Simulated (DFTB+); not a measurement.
Geometry relaxation of BSiH5S (part 3 of 3)

Continued. System: BSiH5S, SMILES BS[SiH3]. Method: GFN1-xTB, R-SCC, dispersion built in (DFTB+ 25.1). The geometry comes from this level: GFN2-xTB.

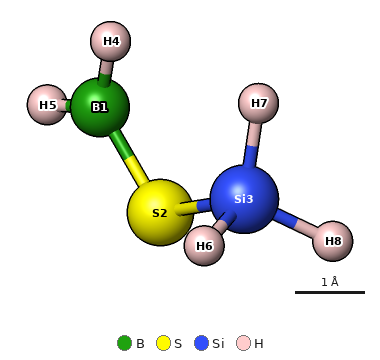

Fig. 1: The geometry at step 17 of the log (ball-and-stick view, seen at a tilt; atoms are numbered from 1 in the order of the input).

**File detailed.out, continued**
```
 Atomic gross charges (e)
 Atom           Charge
    1       0.25914104
    2      -0.14348988
    3       0.25700222
    4      -0.08092407
    5      -0.07943262
    6      -0.07109716
    7      -0.07143700
    8      -0.06976254

Nr. of electrons (up):     18.00000000
Atom populations (up)
 Atom       Population
    1       2.74085896
    2       6.14348988
    3       3.74299778
    4       1.08092407
    5       1.07943262
    6       1.07109716
    7       1.07143700
    8       1.06976254

l-shell populations (up)
 Atom Sh.   l       Population
    1   1   0       0.99634733
    1   2   1       1.74451163
    2   1   0       1.87310890
    2   2   1       4.27705432
    2   3   2      -0.00667334
    3   1   0       1.25167799
    3   2   1       1.85721309
    3   3   2       0.63410669
    4   1   0       1.07552364
    4   2   0       0.00540043
    5   1   0       1.06944369
    5   2   0       0.00998893
    6   1   0       1.07338512
    6   2   0      -0.00228797
    7   1   0       1.07430821
    7   2   0      -0.00287122
    8   1   0       1.07210415
    8   2   0      -0.00234161

Orbital populations (up)
 Atom Sh.   l   m       Population  Label
    1   1   0   0       0.99634733  s
    1   2   1  -1       0.42907930  p_y
    1   2   1   0       0.55208212  p_z
    1   2   1   1       0.76335021  p_x
    2   1   0   0       1.87310890  s
    2   2   1  -1       1.40451437  p_y
    2   2   1   0       1.44239310  p_z
    2   2   1   1       1.43014684  p_x
    2   3   2  -2      -0.00202537  d_xy
    2   3   2  -1      -0.00070932  d_yz
    2   3   2   0      -0.00219575  d_z2
    2   3   2   1      -0.00129227  d_xz
    2   3   2   2      -0.00045063  d_x2-y2
    3   1   0   0       1.25167799  s
    3   2   1  -1       0.64963519  p_y
    3   2   1   0       0.68262805  p_z
    3   2   1   1       0.52494985  p_x
    3   3   2  -2       0.07610178  d_xy
    3   3   2  -1       0.21957043  d_yz
    3   3   2   0       0.05142725  d_z2
    3   3   2   1       0.19345431  d_xz
    3   3   2   2       0.09355292  d_x2-y2
    4   1   0   0       1.07552364  s
    4   2   0   0       0.00540043  s2
    5   1   0   0       1.06944369  s
    5   2   0   0       0.00998893  s2
    6   1   0   0       1.07338512  s
    6   2   0   0      -0.00228797  s2
    7   1   0   0       1.07430821  s
    7   2   0   0      -0.00287122  s2
    8   1   0   0       1.07210415  s
    8   2   0   0      -0.00234161  s2

Fermi level:                        -0.3547339632 H           -9.6528 eV
Band energy:                        -9.7384090731 H         -264.9956 eV
TS:                                  0.0000000000 H            0.0000 eV
Band free energy (E-TS):            -9.7384090731 H         -264.9956 eV
Extrapolated E(0K):                 -9.7384090731 H         -264.9956 eV
Input / Output electrons (q):     18.0000000000     18.0000000000

Energy H0:                          -9.7783557624 H         -266.0826 eV
Energy SCC:                          0.0059939689 H            0.1631 eV
Total Electronic energy:            -9.7723617935 H         -265.9195 eV
Repulsive energy:                    0.0864098916 H            2.3513 eV
Halogen correction energy:           0.0000000000 H            0.0000 eV
Total energy:                       -9.6883807414 H         -263.6343 eV
Extrapolated to 0:                  -9.6883807414 H         -263.6343 eV
Total Mermin free energy:           -9.6883807414 H         -263.6343 eV
Force related energy:               -9.6883807414 H         -263.6343 eV

Non-constrained calculation

SCC converged

Full geometry written in geo_end.{xyz|gen}

Total Forces
    1     -0.000034850797     -0.000054257462      0.000227344169
    2     -0.000184414050     -0.000233402729      0.000306658789
    3     -0.000526212481      0.000338992787      0.000038176273
    4     -0.000366864663      0.000068624554      0.000084795710
    5      0.000025262145      0.000327966694     -0.000488780274
    6      0.000606840230      0.000469620160      0.000295046911
    7      0.000714305323     -0.000102361463     -0.000406366782
    8     -0.000234065707     -0.000815182541     -0.000056874796

Maximal derivative component:        0.815183E-03 au
Max force for moved atoms::          0.815183E-03 au

Dipole moment:    0.09643181    0.05112771   -0.09453552 au
Dipole moment:    0.24510524    0.12995368   -0.24028533 Debye

Geometry converged
```

**Trajectory as extended XYZ (Å, eV, eV/Å), 35 frames, from step=0 to step=34**
```
8
Properties=species:S:1:pos:R:3 step=0 energy=-263.51801
B    -1.2591    1.0709   -0.6300
S    -1.0479   -0.0620    0.6886
Si    0.9663   -0.8522    0.5251
H    -0.4072    1.2466   -1.4112
H    -2.2826    1.6278   -0.6945
H     1.7528   -0.1680    1.5434
H     1.4716   -0.5903   -0.8155
H     0.8060   -2.2727    0.7941
8
Properties=species:S:1:pos:R:3 step=1 energy=-263.53841
B    -1.2583    1.0767   -0.6374
S    -0.9928   -0.1076    0.7134
Si    0.8973   -0.8236    0.5311
H    -0.3982    1.2594   -1.4334
H    -2.2973    1.6377   -0.6981
H     1.7565   -0.1787    1.5365
H     1.4768   -0.5962   -0.8061
H     0.8160   -2.2677    0.7941
8
Properties=species:S:1:pos:R:3 step=2 energy=-263.59066
B    -1.2587    1.0737   -0.6337
S    -1.0204   -0.0847    0.7010
Si    0.9318   -0.8379    0.5281
H    -0.4027    1.2530   -1.4223
H    -2.2900    1.6327   -0.6963
H     1.7546   -0.1734    1.5400
H     1.4742   -0.5932   -0.8108
H     0.8110   -2.2702    0.7941
8
Properties=species:S:1:pos:R:3 step=3 energy=-263.59525
B    -1.2503    1.0576   -0.6173
S    -1.0230   -0.0818    0.6960
Si    0.9183   -0.8321    0.5298
H    -0.4026    1.2682   -1.4422
H    -2.2978    1.6364   -0.6964
H     1.7547   -0.1918    1.5249
H     1.4758   -0.6026   -0.7875
H     0.8249   -2.2539    0.7927
8
Properties=species:S:1:pos:R:3 step=4 energy=-263.60192
B    -1.2540    1.0647   -0.6245
S    -1.0218   -0.0831    0.6982
Si    0.9243   -0.8346    0.5290
H    -0.4027    1.2615   -1.4335
H    -2.2944    1.6348   -0.6963
H     1.7547   -0.1837    1.5315
H     1.4751   -0.5985   -0.7977
H     0.8188   -2.2611    0.7933
8
Properties=species:S:1:pos:R:3 step=5 energy=-263.61108
B    -1.2530    1.0692   -0.6305
S    -1.0246   -0.0885    0.7046
Si    0.9151   -0.8315    0.5308
H    -0.4083    1.2708   -1.4419
H    -2.2921    1.6324   -0.6949
H     1.7567   -0.1954    1.5234
H     1.4777   -0.6046   -0.7846
H     0.8284   -2.2525    0.7932
8
Properties=species:S:1:pos:R:3 step=6 energy=-263.59895
B    -1.2514    1.0765   -0.6403
S    -1.0291   -0.0971    0.7149
Si    0.9004   -0.8263    0.5337
H    -0.4174    1.2858   -1.4555
H    -2.2883    1.6286   -0.6926
H     1.7600   -0.2143    1.5103
H     1.4818   -0.6145   -0.7635
H     0.8440   -2.2388    0.7929
8
Properties=species:S:1:pos:R:3 step=7 energy=-263.61136
B    -1.2528    1.0702   -0.6318
S    -1.0252   -0.0896    0.7059
Si    0.9132   -0.8308    0.5312
H    -0.4095    1.2728   -1.4437
H    -2.2916    1.6319   -0.6946
H     1.7571   -0.1979    1.5216
H     1.4782   -0.6059   -0.7818
H     0.8305   -2.2507    0.7931
8
Properties=species:S:1:pos:R:3 step=8 energy=-263.61603
B    -1.2517    1.0724   -0.6355
S    -1.0436   -0.0808    0.7020
Si    0.9064   -0.8309    0.5358
H    -0.4213    1.2850   -1.4515
H    -2.2873    1.6272   -0.6914
H     1.7677   -0.2094    1.5195
H     1.4860   -0.6125   -0.7750
H     0.8437   -2.2510    0.7960
8
Properties=species:S:1:pos:R:3 step=9 energy=-263.61615
B    -1.2518    1.0721   -0.6350
S    -1.0411   -0.0820    0.7026
Si    0.9073   -0.8309    0.5352
H    -0.4197    1.2833   -1.4504
H    -2.2879    1.6279   -0.6918
H     1.7663   -0.2078    1.5198
H     1.4849   -0.6116   -0.7760
H     0.8419   -2.2510    0.7956
8
Properties=species:S:1:pos:R:3 step=10 energy=-263.61563
B    -1.2539    1.0746   -0.6379
S    -1.0412   -0.0796    0.6964
Si    0.8936   -0.8271    0.5394
H    -0.4264    1.2943   -1.4592
H    -2.2945    1.6299   -0.6903
H     1.7790   -0.2142    1.5249
H     1.4917   -0.6163   -0.7747
H     0.8517   -2.2616    0.8014
8
Properties=species:S:1:pos:R:3 step=11 energy=-263.61768
B    -1.2528    1.0732   -0.6363
S    -1.0412   -0.0809    0.6997
Si    0.9010   -0.8292    0.5372
H    -0.4228    1.2884   -1.4544
H    -2.2909    1.6288   -0.6911
H     1.7721   -0.2108    1.5221
H     1.4881   -0.6138   -0.7754
H     0.8464   -2.2559    0.7983
8
Properties=species:S:1:pos:R:3 step=12 energy=-263.61946
B    -1.2564    1.0773   -0.6401
S    -1.0401   -0.0807    0.6972
Si    0.9034   -0.8317    0.5393
H    -0.4255    1.2936   -1.4585
H    -2.2967    1.6313   -0.6907
H     1.7761   -0.2142    1.5243
H     1.4895   -0.6161   -0.7732
H     0.8498   -2.2595    0.8016
8
Properties=species:S:1:pos:R:3 step=13 energy=-263.62061
B    -1.2623    1.0839   -0.6462
S    -1.0385   -0.0803    0.6932
Si    0.9073   -0.8359    0.5429
H    -0.4300    1.3021   -1.4650
H    -2.3059    1.6352   -0.6900
H     1.7825   -0.2198    1.5279
H     1.4917   -0.6199   -0.7696
H     0.8552   -2.2653    0.8069
8
Properties=species:S:1:pos:R:3 step=14 energy=-263.61799
B    -1.2719    1.0946   -0.6562
S    -1.0359   -0.0797    0.6868
Si    0.9136   -0.8426    0.5486
H    -0.4373    1.3157   -1.4757
H    -2.3208    1.6416   -0.6888
H     1.7929   -0.2289    1.5336
H     1.4954   -0.6260   -0.7639
H     0.8641   -2.2748    0.8155
8
Properties=species:S:1:pos:R:3 step=15 energy=-263.62061
B    -1.2626    1.0842   -0.6465
S    -1.0385   -0.0803    0.6931
Si    0.9074   -0.8360    0.5430
H    -0.4302    1.3024   -1.4653
H    -2.3062    1.6354   -0.6900
H     1.7828   -0.2201    1.5280
H     1.4918   -0.6200   -0.7695
H     0.8555   -2.2656    0.8071
8
Properties=species:S:1:pos:R:3 step=16 energy=-263.62267
B    -1.2705    1.0885   -0.6489
S    -1.0310   -0.0734    0.6763
Si    0.9146   -0.8452    0.5502
H    -0.4417    1.3164   -1.4737
H    -2.3198    1.6413   -0.6894
H     1.7903   -0.2300    1.5330
H     1.4954   -0.6268   -0.7632
H     0.8627   -2.2708    0.8157
8
Properties=species:S:1:pos:R:3 step=17 energy=-263.62276
B    -1.2692    1.0878   -0.6485
S    -1.0323   -0.0746    0.6792
Si    0.9133   -0.8436    0.5490
H    -0.4397    1.3140   -1.4722
H    -2.3175    1.6402   -0.6895
H     1.7890   -0.2282    1.5321
H     1.4948   -0.6257   -0.7643
H     0.8615   -2.2698    0.8142
8
Properties=species:S:1:pos:R:3 step=18 energy=-263.62448
B    -1.2757    1.0954   -0.6547
S    -1.0193   -0.0726    0.6666
Si    0.9162   -0.8479    0.5526
H    -0.4551    1.3253   -1.4752
H    -2.3223    1.6411   -0.6886
H     1.7927   -0.2361    1.5367
H     1.4990   -0.6324   -0.7590
H     0.8646   -2.2729    0.8216
8
Properties=species:S:1:pos:R:3 step=19 energy=-263.62451
B    -1.2750    1.0945   -0.6540
S    -1.0207   -0.0728    0.6680
Si    0.9159   -0.8474    0.5522
H    -0.4534    1.3240   -1.4748
H    -2.3218    1.6410   -0.6887
H     1.7923   -0.2352    1.5362
H     1.4985   -0.6316   -0.7596
H     0.8642   -2.2725    0.8208
8
Properties=species:S:1:pos:R:3 step=20 energy=-263.62617
B    -1.2782    1.0979   -0.6552
S    -1.0147   -0.0708    0.6616
Si    0.9250   -0.8485    0.5495
H    -0.4664    1.3376   -1.4830
H    -2.3253    1.6387   -0.6856
H     1.7916   -0.2408    1.5415
H     1.5074   -0.6401   -0.7568
H     0.8607   -2.2739    0.8278
8
Properties=species:S:1:pos:R:3 step=21 energy=-263.62439
B    -1.2833    1.1033   -0.6570
S    -1.0049   -0.0676    0.6513
Si    0.9396   -0.8503    0.5452
H    -0.4874    1.3595   -1.4962
H    -2.3311    1.6349   -0.6806
H     1.7903   -0.2498    1.5502
H     1.5217   -0.6539   -0.7521
H     0.8549   -2.2762    0.8390
8
Properties=species:S:1:pos:R:3 step=22 energy=-263.62626
B    -1.2791    1.0988   -0.6555
S    -1.0129   -0.0702    0.6598
Si    0.9275   -0.8488    0.5488
H    -0.4701    1.3415   -1.4853
H    -2.3263    1.6380   -0.6847
H     1.7913   -0.2424    1.5431
H     1.5099   -0.6425   -0.7559
H     0.8597   -2.2743    0.8298
8
Properties=species:S:1:pos:R:3 step=23 energy=-263.62874
B    -1.2807    1.1023   -0.6574
S    -1.0029   -0.0694    0.6533
Si    0.9330   -0.8521    0.5486
H    -0.4855    1.3590   -1.4967
H    -2.3338    1.6353   -0.6794
H     1.7909   -0.2479    1.5511
H     1.5254   -0.6534   -0.7572
H     0.8536   -2.2737    0.8378
8
Properties=species:S:1:pos:R:3 step=24 energy=-263.62916
B    -1.2833    1.1080   -0.6606
S    -0.9867   -0.0682    0.6428
Si    0.9419   -0.8575    0.5483
H    -0.5105    1.3875   -1.5152
H    -2.3459    1.6309   -0.6708
H     1.7901   -0.2569    1.5640
H     1.5505   -0.6711   -0.7594
H     0.8439   -2.2728    0.8509
8
Properties=species:S:1:pos:R:3 step=25 energy=-263.62953
B    -1.2822    1.1057   -0.6593
S    -0.9933   -0.0687    0.6471
Si    0.9383   -0.8553    0.5484
H    -0.5003    1.3758   -1.5076
H    -2.3410    1.6327   -0.6743
H     1.7904   -0.2532    1.5587
H     1.5402   -0.6639   -0.7585
H     0.8479   -2.2731    0.8456
8
Properties=species:S:1:pos:R:3 step=26 energy=-263.63026
B    -1.2973    1.1210   -0.6708
S    -0.9800   -0.0594    0.6308
Si    0.9485   -0.8617    0.5472
H    -0.5173    1.3997   -1.5233
H    -2.3556    1.6197   -0.6526
H     1.7915   -0.2576    1.5692
H     1.5789   -0.6886   -0.7556
H     0.8313   -2.2730    0.8550
8
Properties=species:S:1:pos:R:3 step=27 energy=-263.63114
B    -1.2910    1.1146   -0.6660
S    -0.9856   -0.0633    0.6376
Si    0.9442   -0.8590    0.5477
H    -0.5101    1.3897   -1.5167
H    -2.3495    1.6252   -0.6617
H     1.7911   -0.2558    1.5648
H     1.5627   -0.6782   -0.7568
H     0.8383   -2.2731    0.8511
8
Properties=species:S:1:pos:R:3 step=28 energy=-263.63301
B    -1.2940    1.1197   -0.6718
S    -0.9775   -0.0558    0.6254
Si    0.9500   -0.8602    0.5461
H    -0.5200    1.4017   -1.5235
H    -2.3632    1.6199   -0.6486
H     1.7914   -0.2578    1.5689
H     1.5853   -0.6933   -0.7520
H     0.8280   -2.2741    0.8555
8
Properties=species:S:1:pos:R:3 step=29 energy=-263.63056
B    -1.2989    1.1279   -0.6813
S    -0.9644   -0.0436    0.6057
Si    0.9594   -0.8622    0.5434
H    -0.5359    1.4213   -1.5344
H    -2.3854    1.6113   -0.6274
H     1.7919   -0.2612    1.5754
H     1.6218   -0.7177   -0.7443
H     0.8115   -2.2757    0.8627
8
Properties=species:S:1:pos:R:3 step=30 energy=-263.63308
B    -1.2947    1.1208   -0.6732
S    -0.9757   -0.0541    0.6226
Si    0.9514   -0.8605    0.5457
H    -0.5222    1.4045   -1.5250
H    -2.3664    1.6186   -0.6456
H     1.7915   -0.2583    1.5698
H     1.5904   -0.6968   -0.7509
H     0.8257   -2.2743    0.8565
8
Properties=species:S:1:pos:R:3 step=31 energy=-263.63193
B    -1.3053    1.1273   -0.6752
S    -0.9539   -0.0520    0.6093
Si    0.9540   -0.8587    0.5450
H    -0.5336    1.4168   -1.5313
H    -2.3801    1.6156   -0.6361
H     1.7901   -0.2601    1.5660
H     1.6164   -0.7165   -0.7345
H     0.8123   -2.2725    0.8567
8
Properties=species:S:1:pos:R:3 step=32 energy=-263.63383
B    -1.2988    1.1233   -0.6739
S    -0.9673   -0.0533    0.6175
Si    0.9524   -0.8598    0.5454
H    -0.5266    1.4092   -1.5274
H    -2.3717    1.6175   -0.6419
H     1.7910   -0.2590    1.5683
H     1.6004   -0.7044   -0.7446
H     0.8206   -2.2736    0.8566
8
Properties=species:S:1:pos:R:3 step=33 energy=-263.63417
B    -1.3023    1.1257   -0.6741
S    -0.9636   -0.0516    0.6136
Si    0.9575   -0.8639    0.5464
H    -0.5333    1.4129   -1.5275
H    -2.3756    1.6178   -0.6412
H     1.7912   -0.2583    1.5654
H     1.6110   -0.7118   -0.7372
H     0.8152   -2.2708    0.8546
8
Properties=species:S:1:pos:R:3 step=34 energy=-263.63427
B    -1.3012    1.1249   -0.6740
S    -0.9648   -0.0521    0.6148
Si    0.9558   -0.8626    0.5461
H    -0.5312    1.4118   -1.5275
H    -2.3744    1.6177   -0.6415
H     1.7911   -0.2585    1.5663
H     1.6076   -0.7094   -0.7396
H     0.8169   -2.2717    0.8553
```

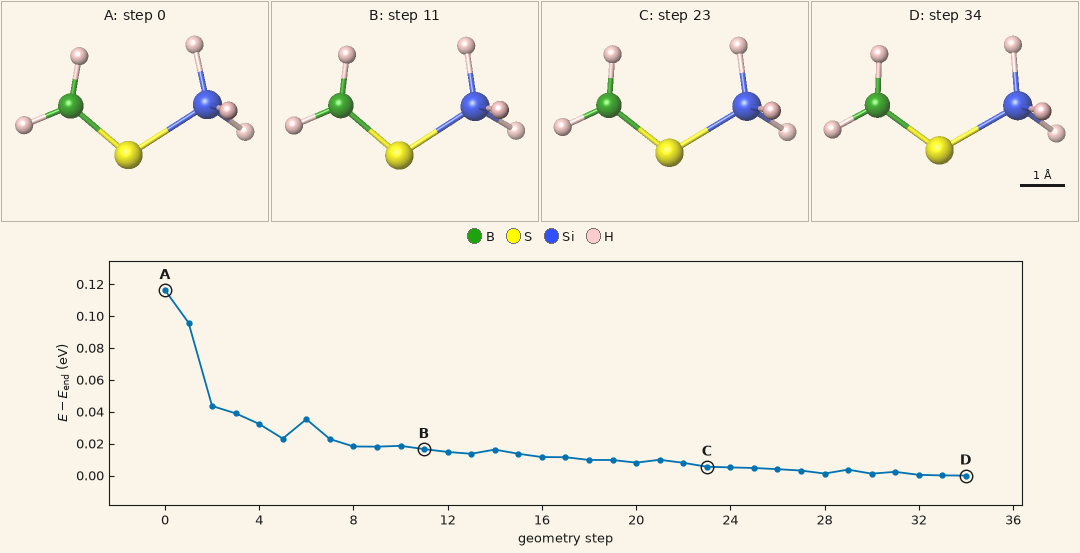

Fig. 2: Frames of the relaxation (ball-and-stick view, seen on its broad side) above the curves, on which the letters mark them (steps are counted from 0).

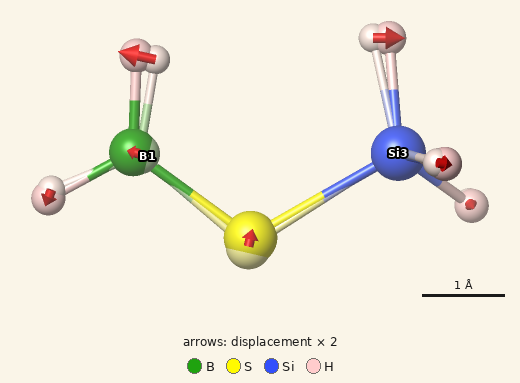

Fig. 3: Start (faint) and end (solid) with the displacements as red arrows, magnified 2 times (ball-and-stick view, seen on its broad side). The two geometries are laid on each other by the best rigid fit. The atom that moves furthest after the best rigid fit is H4 (0.24 Å). By element the largest moves are H 0.24 Å, S 0.11 Å, B 0.08 Å, Si 0.03 Å. Among the contacts that change: S2–Si3 2.170 → 2.086 Å, B1–S2 1.751 → 1.778 Å, B1–H4 1.169 → 1.185 Å, Si3–H6 1.457 → 1.450 Å. Among the angles that change: B1–S2–Si3 106.9° → 114.1°, H6–Si3–H8 112.9° → 108.1°, S2–Si3–H7 109.0° → 113.7°. After 34 geometry steps the energy has fallen by 0.116 eV. (Atoms are counted from 1 in the order of the input.)

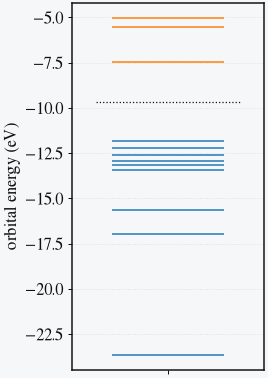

Fig. 4: Orbital energies near the frontier; the dotted line parts filled from empty levels, and levels within 0.02 eV of each other stand side by side. Highest filled −11.82 eV, lowest empty −7.49 eV, 4.33 eV apart.

This output came from the following input.

**The input (dftb_in.hsd)**
```
Geometry = GenFormat {
  <<< "geo.gen"
}

Driver = ConjugateGradient {
  MovedAtoms = 1:-1
  MaxForceComponent = 0.001
  MaxSteps = 100
  AppendGeometries = Yes
}

Hamiltonian = xTB {
  Method = "GFN1-xTB"
}

Analysis = {
  PrintForces = Yes
}

Options = {
  WriteResultsTag = Yes
}

InputVersion = 25.1
```

**File geo.gen**
```
8 C
B S Si H
   1  1     -1.259050      1.070850     -0.630000
   2  2     -1.047890     -0.062010      0.688630
   3  3      0.966260     -0.852230      0.525060
   4  4     -0.407170      1.246610     -1.411160
   5  4     -2.282600      1.627810     -0.694480
   6  4      1.752780     -0.168000      1.543390
   7  4      1.471650     -0.590310     -0.815500
   8  4      0.806010     -2.272720      0.794050
```

Run as:
```bash
dftb+ > dftb.out
```

**Results in brief**

```tsv
quantity	value
outcome	converged
Mermin free energy	−9.688381 hartree
basis functions	32
largest force	0.044 eV/Å
HOMO	−11.82 eV
LUMO	−7.49 eV
dipole moment	0.37 D
hardware	1 thread of AMD EPYC (Zen 3), 32 GiB of memory available, shared host
wall time	0.69 s
peak memory	0.071 GiB
```

**Remarks**

Settings chosen away from the usual ones: optimiser.
